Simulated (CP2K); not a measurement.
# UBLYP-D3(BJ)/DZVP-MOLOPT-SR-GTH (core potential) run of InNH2Cl (SMILES [NH2][In][Cl])

Aim: the energy change on altering one bond length of InNH2Cl at UBLYP-D3(BJ)/DZVP-MOLOPT-SR-GTH (core potential), from 2 runs. 

Program for the calculation: CP2K 2026.2.

1 further run of the same task is left out (set aside as unsound or not needed).

## (1) The system as given

The species is InNH2Cl (5 atoms), meant as a doublet with charge 0. As SMILES, `[NH2][In][Cl]`. The coordinates come from a PBE0-D4/def2-TZVP relaxation. This is one conformer, not always the lowest.

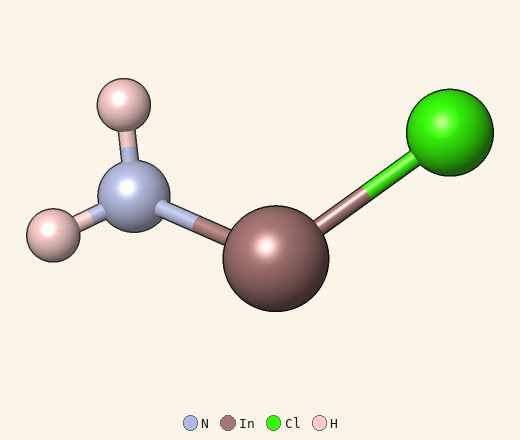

The structure, seen from a chosen angle (nitrogen light blue, indium brown, chlorine green, hydrogen pink).

## (2) A single-point energy at UBLYP-D3(BJ)/DZVP-MOLOPT-SR-GTH (core potential)

Contents of molecule.xyz:

```xyz
5

N     -0.142600     0.808600    -0.493900
In    -0.411600    -1.217800    -0.153300
Cl     1.391500    -2.211500     1.018700
H     -0.999700     1.283800    -0.756700
H      0.212300     1.263200     0.343800
```

Contents of run.inp:

```
&GLOBAL
    PROJECT run
    RUN_TYPE ENERGY
    PRINT_LEVEL MEDIUM
&END GLOBAL

&FORCE_EVAL
    METHOD QS
    &DFT
        BASIS_SET_FILE_NAME BASIS_MOLOPT
        POTENTIAL_FILE_NAME GTH_POTENTIALS
        MULTIPLICITY 2
        UNRESTRICTED_KOHN_SHAM T
        &QS
            METHOD GPW
            EPS_DEFAULT 1.0E-10
        &END QS
        &MGRID
            CUTOFF 400
            REL_CUTOFF 50
            NGRIDS 4
        &END MGRID
        &POISSON
            PERIODIC NONE
            POISSON_SOLVER MULTIPOLE
        &END POISSON
        &SCF
            SCF_GUESS ATOMIC
            EPS_SCF 1.0E-05
            MAX_SCF 40
            &OT
                MINIMIZER DIIS
                PRECONDITIONER FULL_ALL
            &END OT
            &OUTER_SCF
                EPS_SCF 1.0E-05
                MAX_SCF 2
            &END OUTER_SCF
        &END SCF
        &XC
            &XC_FUNCTIONAL BLYP
            &END XC_FUNCTIONAL
            &VDW_POTENTIAL
                POTENTIAL_TYPE PAIR_POTENTIAL
                &PAIR_POTENTIAL
                    TYPE DFTD3(BJ)
                    PARAMETER_FILE_NAME dftd3.dat
                    REFERENCE_FUNCTIONAL BLYP
                    R_CUTOFF 15
                &END PAIR_POTENTIAL
            &END VDW_POTENTIAL
        &END XC
        &PRINT
            &MOMENTS
                PERIODIC F
                REFERENCE COM
                MAX_MOMENT 1
            &END MOMENTS
            &MO_CUBES
                NLUMO 2
                NHOMO -1
                WRITE_CUBE F
            &END MO_CUBES
            &HIRSHFELD OFF
            &END HIRSHFELD
        &END PRINT
    &END DFT
    &SUBSYS
        &CELL
            ABC 9.4 10.5 8.8
            PERIODIC NONE
        &END CELL
        &TOPOLOGY
            COORD_FILE_NAME molecule.xyz
            COORD_FILE_FORMAT XYZ
            &CENTER_COORDINATES
            &END CENTER_COORDINATES
        &END TOPOLOGY
        &KIND N
            BASIS_SET DZVP-MOLOPT-SR-GTH-q5
            POTENTIAL GTH-BLYP-q5
        &END KIND
        &KIND In
            BASIS_SET DZVP-MOLOPT-SR-GTH-q13
            POTENTIAL GTH-BLYP-q13
        &END KIND
        &KIND Cl
            BASIS_SET DZVP-MOLOPT-SR-GTH-q7
            POTENTIAL GTH-BLYP-q7
        &END KIND
        &KIND H
            BASIS_SET DZVP-MOLOPT-SR-GTH-q1
            POTENTIAL GTH-BLYP-q1
        &END KIND
    &END SUBSYS
&END FORCE_EVAL
```

The run is started by

```sh
$ OMP_NUM_THREADS=1 cp2k.psmp -i run.inp > run.out 2>&1
```

Output:

```text
CP2K| version string:                                       CP2K version 2026.2
[...]
 GLOBAL| Method name                                                        CP2K
[...]
 GLOBAL| Run type                                                         ENERGY
[...]
 DFT| Spin unrestricted (spin-polarized) Kohn-Sham calculation               UKS
 DFT| Multiplicity                                                             2
[...]
 DFT| Charge                                                                   0
[...]
 FUNCTIONAL| BECKE88:
 FUNCTIONAL| LYP:
[...]
 QS| Method:                                                                 GPW
[...]
 QS| Density cutoff [a.u.]:                                                200.0
[...]
 QS| Relative density cutoff [a.u.]:                                        25.0
[...]
                             - Atoms:                                          5
[...]
                             - Spherical basis functions:                     61
[...]
 Number of electrons:                                                         14
[...]
     1 OT DIIS     0.15E+00    4.7     0.09227759       -80.7285187316 -8.07E+01
[...]
    10 OT DIIS     0.15E+00    4.6     0.00000583       -82.1789240845 -5.63E-08
  *** SCF run converged in    10 steps ***
[...]
  Overlap energy of the core charge distribution:               0.00000015826256
  Self energy of the core charge distribution:               -151.41710087484685
  Core Hamiltonian energy:                                     44.37139884543610
  Hartree energy:                                              38.34120832141753
  Exchange-correlation energy:                                -13.46647083162406
  Dispersion energy:                                           -0.00795970317770
  Total energy:                                               -82.17892408453241
[...]
                     Mulliken Population Analysis
 #  Atom  Element  Kind  Atomic population (alpha,beta) Net charge  Spin moment
       1     N        1         2.784870     2.494318    -0.279188     0.290551
       2     In       2         6.620592     6.040410     0.338998     0.580182
       3     Cl       3         3.691017     3.554806    -0.245823     0.136211
       4     H        4         0.450069     0.458889     0.091042    -0.008820
       5     H        4         0.453452     0.451577     0.094970     0.001875
 # Total charge and spin       14.000000    13.000000     0.000000     1.000000
[...]
  Dipole moment [Debye]
    X= -0.2659056E+01 Y=  0.1554013E+01 Z= -0.6239642E+00  Total=      3.1424297
[...]
 HOMO - LUMO gap [eV] :    1.918511
 ENERGY| Total FORCE_EVAL ( QS ) energy [hartree]            -82.178924084532412
[...]
```

It took 3.8 min on 1 thread of Intel Xeon at 2.50GHz (Skylake/Cascade Lake), shared host; peak memory 0.97 GiB.

## (3) The distorted shape

Contents of mol.inp:

```
&GLOBAL
 PROJECT_NAME mol
 RUN_TYPE ENERGY
 PRINT_LEVEL MEDIUM
&END GLOBAL
&FORCE_EVAL
 METHOD Quickstep
 &DFT
  BASIS_SET_FILE_NAME BASIS_MOLOPT
  POTENTIAL_FILE_NAME GTH_POTENTIALS
  CHARGE 0
  MULTIPLICITY 2
  LSD T
  &QS
   METHOD GPW
   EPS_DEFAULT 1.0E-10
  &END QS
  &MGRID
   CUTOFF 400
   REL_CUTOFF 50
   NGRIDS 4
  &END MGRID
  &POISSON
   PERIODIC NONE
   POISSON_SOLVER MULTIPOLE
  &END POISSON
  &SCF
   SCF_GUESS ATOMIC
   EPS_SCF 1.0E-05
   MAX_SCF 40
   &OT ON
    MINIMIZER DIIS
    PRECONDITIONER FULL_ALL
   &END OT
   &OUTER_SCF
    EPS_SCF 1.0E-05
    MAX_SCF 2
   &END OUTER_SCF
  &END SCF
  &XC
   &XC_FUNCTIONAL BLYP
   &END XC_FUNCTIONAL
   &VDW_POTENTIAL
    POTENTIAL_TYPE PAIR_POTENTIAL
    &PAIR_POTENTIAL
     TYPE DFTD3(BJ)
     PARAMETER_FILE_NAME dftd3.dat
     REFERENCE_FUNCTIONAL BLYP
     R_CUTOFF 15
    &END PAIR_POTENTIAL
   &END VDW_POTENTIAL
  &END XC
  &PRINT
   &MOMENTS
    PERIODIC F
    REFERENCE COM
    MAX_MOMENT 1
   &END MOMENTS
   &MO_CUBES
    NLUMO 2
    NHOMO -1
    WRITE_CUBE F
   &END MO_CUBES
   &HIRSHFELD OFF
   &END HIRSHFELD
  &END PRINT
 &END DFT
 &SUBSYS
  &CELL
   ABC [angstrom] 10.3 11 9.4
   PERIODIC NONE
  &END CELL
  &COORD
   N     -1.044142     1.305446    -1.079895
   In    -1.313142    -0.720954    -0.739295
   Cl     1.391500    -2.211500     1.018700
   H     -1.901242     1.780646    -1.342695
   H     -0.689242     1.760046    -0.242195
  &END COORD
  &TOPOLOGY
   &CENTER_COORDINATES
   &END CENTER_COORDINATES
  &END TOPOLOGY
  &KIND N
   BASIS_SET DZVP-MOLOPT-SR-GTH-q5
   POTENTIAL GTH-BLYP-q5
  &END KIND
  &KIND In
   BASIS_SET DZVP-MOLOPT-SR-GTH-q13
   POTENTIAL GTH-BLYP-q13
  &END KIND
  &KIND Cl
   BASIS_SET DZVP-MOLOPT-SR-GTH-q7
   POTENTIAL GTH-BLYP-q7
  &END KIND
  &KIND H
   BASIS_SET DZVP-MOLOPT-SR-GTH-q1
   POTENTIAL GTH-BLYP-q1
  &END KIND
 &END SUBSYS
&END FORCE_EVAL
```

The run is started by

```sh
$ OMP_NUM_THREADS=1 cp2k.psmp -i mol.inp > mol.out 2>&1
```

Output:

```text
CP2K| version string:                                       CP2K version 2026.2
[...]
 GLOBAL| Method name                                                        CP2K
[...]
 GLOBAL| Run type                                                         ENERGY
[...]
 DFT| Spin unrestricted (spin-polarized) Kohn-Sham calculation               UKS
 DFT| Multiplicity                                                             2
[...]
 DFT| Charge                                                                   0
[...]
 FUNCTIONAL| BECKE88:
 FUNCTIONAL| LYP:
[...]
 QS| Method:                                                                 GPW
[...]
 QS| Density cutoff [a.u.]:                                                200.0
[...]
 QS| Relative density cutoff [a.u.]:                                        25.0
[...]
                             - Atoms:                                          5
[...]
                             - Spherical basis functions:                     61
[...]
 Number of electrons:                                                         14
[...]
     1 OT DIIS     0.15E+00    6.5     0.12349879       -80.0098270424 -8.00E+01
[...]
    10 OT DIIS     0.15E+00    8.0     0.00000821       -82.1341950224 -1.65E-08
  *** SCF run converged in    10 steps ***
[...]
  Overlap energy of the core charge distribution:               0.00000015778019
  Self energy of the core charge distribution:               -151.41710087484685
  Core Hamiltonian energy:                                     44.24436204161094
  Hartree energy:                                              38.45065676983932
  Exchange-correlation energy:                                -13.40416498350016
  Dispersion energy:                                           -0.00794813324673
  Total energy:                                               -82.13419502236329
[...]
                     Mulliken Population Analysis
 #  Atom  Element  Kind  Atomic population (alpha,beta) Net charge  Spin moment
       1     N        1         2.770094     2.503756    -0.273850     0.266339
       2     In       2         6.401465     6.174827     0.423708     0.226638
       3     Cl       3         3.928190     3.414943    -0.343133     0.513247
       4     H        4         0.450725     0.455781     0.093494    -0.005057
       5     H        4         0.449526     0.450693     0.099782    -0.001167
 # Total charge and spin       14.000000    13.000000    -0.000000     1.000000
[...]
  Dipole moment [Debye]
    X= -0.5129202E+01 Y=  0.3147563E+01 Z= -0.2245027E+01  Total=      6.4230843
[...]
 HOMO - LUMO gap [eV] :    0.263757
 ENERGY| Total FORCE_EVAL ( QS ) energy [hartree]            -82.134195022363286
[...]
```

Wall time 6.2 min (1 thread of Intel Xeon at 2.50GHz (Skylake/Cascade Lake), shared host); peak memory 1.1 GiB.

## (4) Results

Level: UBLYP-D3(BJ)/DZVP-MOLOPT-SR-GTH (core potential).

```
                                                           quantity          value
                                          first shape: total energy   -82.17892 Eh
                                         first shape: dipole moment         3.14 D
                    first shape: HOMO energy (highest over α and β)       -5.12 eV
                     first shape: LUMO energy (lowest over α and β)       -4.33 eV
                                     first shape: dispersion energy  -20.90 kJ/mol
                                                  first shape: ⟨S²⟩          0.754
                                      distorted shape: total energy   -82.13420 Eh
                                     distorted shape: dipole moment         6.42 D
                distorted shape: HOMO energy (highest over α and β)       -5.61 eV
                 distorted shape: LUMO energy (lowest over α and β)       -5.35 eV
                                 distorted shape: dispersion energy  -20.87 kJ/mol
                                              distorted shape: ⟨S²⟩          0.756
energy change with the In2–Cl3 bond stretched from 2.369 to 3.553 Å       1.217 eV
```

**Reading.** With the In2–Cl3 bond stretched from 2.369 to 3.553 Å the energy rises by 1.22 eV (28 kcal/mol). The first shape isn't relaxed at this level, so the change isn't measured from a minimum.
